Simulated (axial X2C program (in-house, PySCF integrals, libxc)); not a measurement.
# SPS⁺: bond lengths and stretches, held linear

How do method and spin–orbit coupling move the bonds and stretches of SPS⁺, held linear?

Method: all-electron X2C, two-component (2c) or spin-free, S dyall-av3z, P dyall-v3z; program: an in-house X2C program for linear molecules on PySCF integrals.

All values are calculated.

1 further run of the same task is left out (set aside as unsound or not needed).

## Step 1: Input

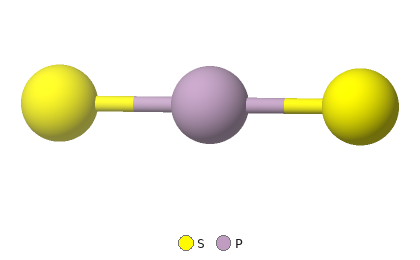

The atoms on one line, bonds 1.960 and 1.960 Å (sulfur yellow, phosphorus pink).

The input, task.json:

```json
{
 "zs": [
  16,
  15,
  16
 ],
 "q": 1,
 "bas": [
  "dyall-av3z",
  "dyall-v3z",
  "dyall-av3z"
 ],
 "r0": [
  1.96,
  1.96
 ],
 "symm": 1,
 "scan": [
  "PBE0",
  "HF",
  "r2SCAN"
 ],
 "levels": [
  "PBE0",
  "HF",
  "TPSSh"
 ],
 "nst": 2
}
```

Keys: zs atomic numbers; q charge; bas basis sets; r0 starting distance in Å; symm equal bonds; scan levels of the two-bond scan (MP2 follows by itself at each HF point); levels methods; nst determinants followed.

Run with:

```sh
$ python solin.py task.json out
```

Masses S 31.972, P 30.974, S 31.972 u.

## Step 2: Scan at PBE0, 2c

State: Ω = 0 (all partner blocks equally filled). Energies above the lowest point, from the job's result record:

```csv
r(S–P) (Å),r(P–S) (Å),E (meV)
1.7979,1.7979,97.44
1.7979,1.8440,48.40
1.7979,1.8901,83.14
1.8440,1.7979,48.40
1.8440,1.8440,0.00
1.8440,1.8901,35.38
1.8440,1.9362,136.04
1.8901,1.7979,83.14
1.8901,1.8440,35.38
1.8901,1.8901,71.42
1.9362,1.8440,136.04
1.9362,1.9362,274.93
```

A quadratic surface with cubic terms in each bond gives the minimum at 1.846 and 1.846 Å, force constants 6.26, 6.26 and coupling 0.05 mdyn/Å.

## Step 3: Scan at HF, 2c

State: Ω = 0 (all partner blocks equally filled). Energies above the lowest point, from the job's result record:

```csv
r(S–P) (Å),r(P–S) (Å),E (meV)
1.7979,1.7979,0.00
1.7979,1.8440,5.92
1.7979,1.8901,91.94
1.8440,1.7979,5.92
1.8440,1.8440,16.05
1.8440,1.8901,106.48
1.8440,1.9362,256.78
1.8901,1.7979,91.94
1.8901,1.8440,106.48
1.8901,1.8901,201.60
1.9362,1.8440,256.78
1.9362,1.9362,517.56
```

A quadratic surface with cubic terms in each bond gives the minimum at 1.817 and 1.817 Å, force constants 6.98, 6.98 and coupling 0.36 mdyn/Å.

## Step 4: Scan at r2SCAN, 2c

State: Ω = 0 (all partner blocks equally filled). Energies above the lowest point, from the job's result record:

```csv
r(S–P) (Å),r(P–S) (Å),E (meV)
1.7979,1.7979,124.80
1.7979,1.8440,62.48
1.7979,1.8901,85.00
1.8440,1.7979,62.48
1.8440,1.8440,0.00
1.8440,1.8901,22.33
1.8440,1.9362,111.04
1.8901,1.7979,85.00
1.8901,1.8440,22.33
1.8901,1.8901,44.47
1.9362,1.8440,111.04
1.9362,1.9362,221.39
```

A quadratic surface with cubic terms in each bond gives the minimum at 1.853 and 1.853 Å, force constants 6.11, 6.11 and coupling -0.01 mdyn/Å.

## Step 5: The levels side by side

| level | r(S–P) (Å) | r(P–S) (Å) | lower stretch (cm⁻¹) | upper stretch (cm⁻¹) |
| --- | --- | --- | --- | --- |
| PBE0, 2c | 1.846 | 1.846 | 578.9 | 1005.1 |
| HF, 2c | 1.817 | 1.817 | 624.3 | 1038.3 |
| r2SCAN, 2c | 1.853 | 1.853 | 568.9 | 998.0 |
| MP2, 2c | 1.864 | 1.864 | 555.7 | 1016.5 |
| PBE0, spin-free | 1.846 | 1.846 | 579.1 | 1005.4 |
| HF, spin-free | 1.817 | 1.817 | 624.5 | 1038.6 |
| r2SCAN, spin-free | 1.853 | 1.853 | 569.0 | 998.3 |
| MP2, spin-free | 1.864 | 1.864 | 555.8 | 1016.8 |

Scans not shown above were run alike.

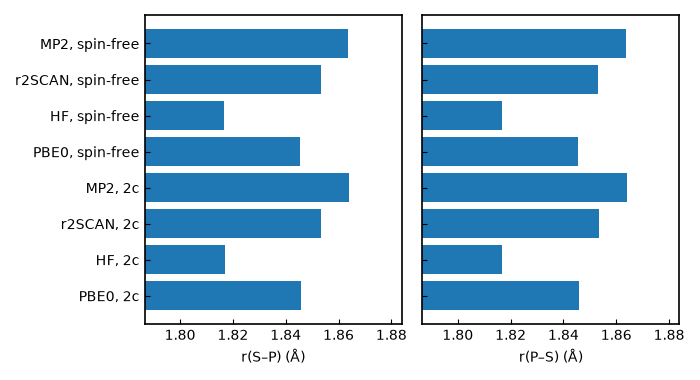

The two bond lengths by level.

In words: Over the levels the S–P bond spans 1.817 to 1.864 Å and the P–S bond 1.817 to 1.864 Å. At PBE0 spin–orbit coupling leaves both bonds unchanged to 0.001 Å. Each state is one determinant, the lowest of a limited PBE0 search; the stretches come from a fit to few points and are good to some per cent at best. MP2 freezes inner shells (threshold -2 hartree). The molecule was held linear; bending was not examined, so a bent shape may lie lower.
